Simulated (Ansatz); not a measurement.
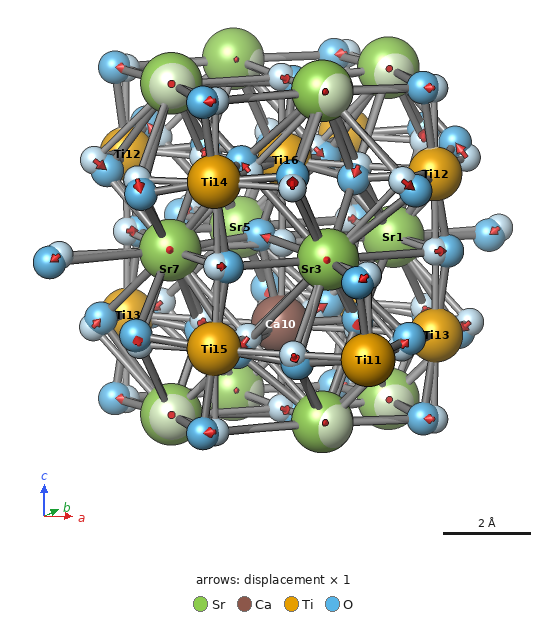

This is a relaxation of a defect cell of composition Sr₈Ca₂Ti₆O₂₄. The starting structure is drawn faded, the final one solid; red arrows show the displacements, at their true length.

A ball-and-stick model of the atoms within 5.8 Å of the atom that moves most (axes of the cell of the calculation), seen slightly off an axis.

These are results of DFT, PBEsol, PAW, plane waves in Ansatz, not measurements. (plane-wave cutoff 420 eV; k-point mesh 1 × 1 × 1; mesh shifted by (0.25, 0.25, 0.25); collinear spin; atoms relaxed in a fixed cell; force threshold 0.03 eV/Å; at most 80 steps)

Q: What did the optimiser do to the structure, and how much energy did it gain?

A: After 17 accepted moves (20 points after the start) the energy has fallen by 5.394 eV per cell of the calculation. The largest force component goes from 6 to 0.028 eV/Å. The line search rejected the trial steps at points 9, 17, 19 of the run. The largest move is that of an O atom, 0.56 Å along [−3 −1 1]. Largest moves by element: O 0.56 Å, Sr 0.18 Å, Ti 0.10 Å, Ca 0.05 Å. The lattice vectors keep their values. Among the contacts that change: O–Sr 2.722 → 3.246 Å, O–Sr 2.742 → 3.241 Å, O–Sr 2.736 → 3.216 Å, O–Sr 2.811 → 3.292 Å. Among the angles between lasting bonds that change: Ca–O–Ti 178.6° → 148.7°, Ca–O–Ti 179.1° → 154.3°, Ca–O–Ti 179.9° → 156.1°.

Limits of the set-up: the periodic images lie only 7.8 Å apart, so the values are limited by the cell's size.
